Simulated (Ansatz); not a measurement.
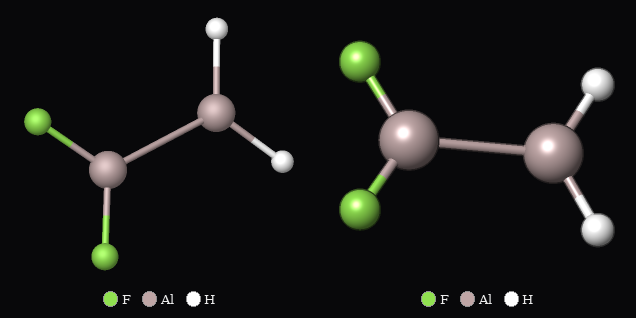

Two views of one molecule.

The computed structure is the end point of a PBE0-D4/def2-TZVP optimisation. No frequency run is at hand to confirm it as a minimum.

> Which formula does it have?

Al₂F₂H₂, 6 atoms: 2 aluminium, 2 fluorine and 2 hydrogen.

> Which point group does it belong to?

C2v.

> How many bonds of each kind are drawn?

2 Al–F, 2 Al–H, 1 Al–Al. Sticks follow a distance rule.

More results for the same structure follow; atom numbers are the same in all pictures, views and colours differ.

### Geometry

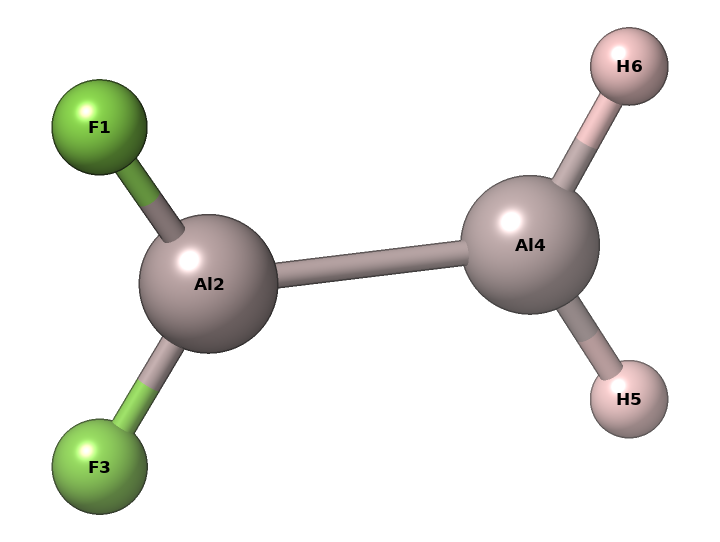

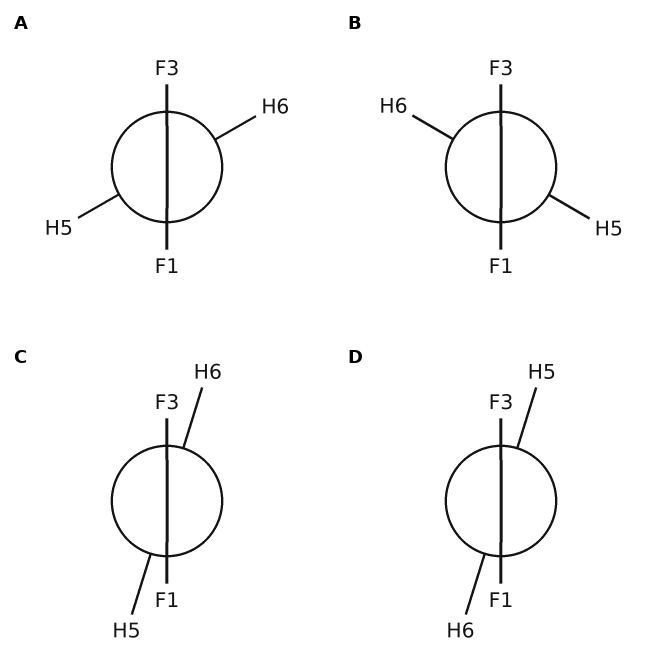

Distant atoms are faded towards the background colour. Bonds that would overlap in a projection are set slightly apart. No frequency run is at hand to confirm it as a minimum.

> Which Newman projection shows the view along Al2–Al4, with Al2 in front?

D. The torsion angle F1–Al2–Al4–H5 is 180°, antiperiplanar (anti).

### Electronic properties

No frequency run is at hand to confirm it as a minimum. Properties computed with RKS PBE0-D4/def2-TZVPP (Ansatz 0.2.0).

> Give the HOMO energy (Kohn–Sham orbital) at this level.

−7.94 eV.

> Estimate the HOMO–LUMO gap.

4.98 eV.

### Charges

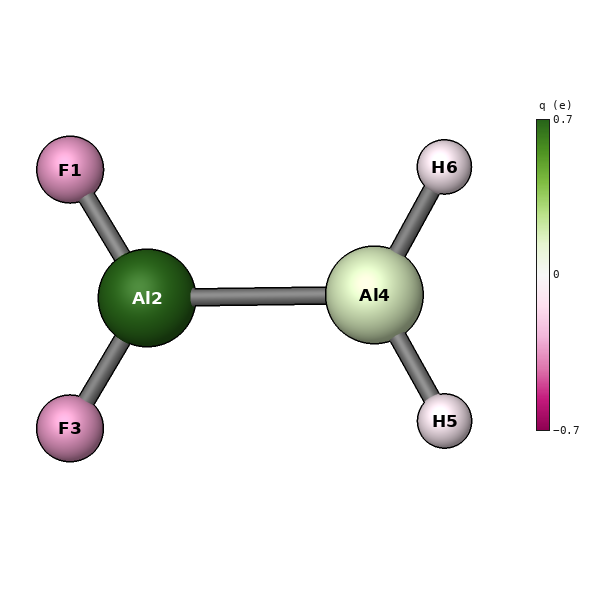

Atoms are coloured by their Mulliken charges. No frequency run is at hand to confirm it as a minimum. Properties computed with RKS PBE0-D4/def2-TZVP (Ansatz 0.2.0).

> Which atom carries the highest charge (most positive or least negative)?

Al2 (0.69 e).

> And the lowest?

F1, F3 (−0.34 e).

Give the Mulliken charges atom by atom.

```tsv
atom	value (e)
F1	−0.34
Al2	0.69
F3	−0.34
Al4	0.17
H5	−0.09
H6	−0.09
```

### Dipole moment

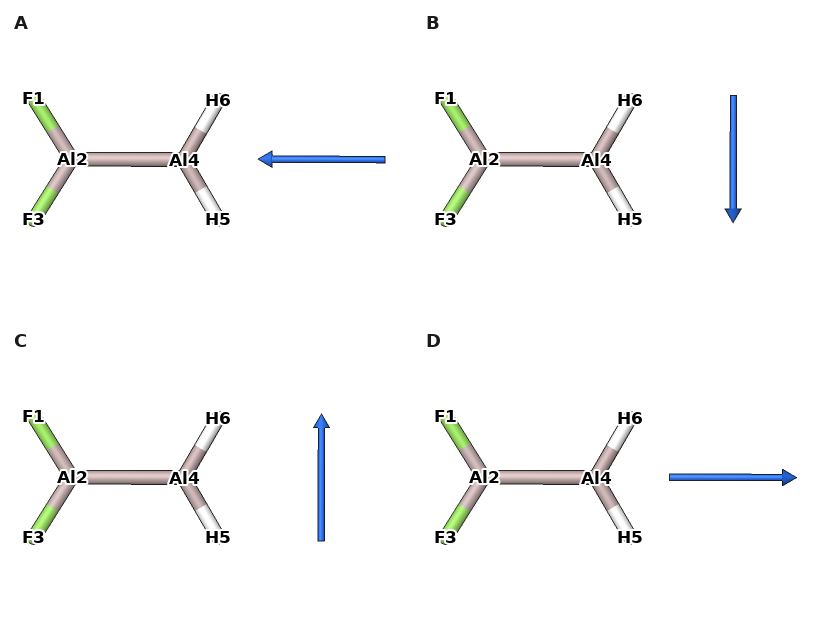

The same molecule four times, each with an arrow. No frequency run is at hand to confirm it as a minimum. Method: RKS PBE0-D4/def2-TZVP (Ansatz 0.2.0).

> Which arrow points along the dipole moment, from the negative to the positive end?

D. The dipole moment is 2.12 D; it points from the side of F1, F3 to the side of H5, H6 (the outermost atoms at the two ends).

Mulliken values depend strongly on the basis set and can even reverse the polarity of a bond.
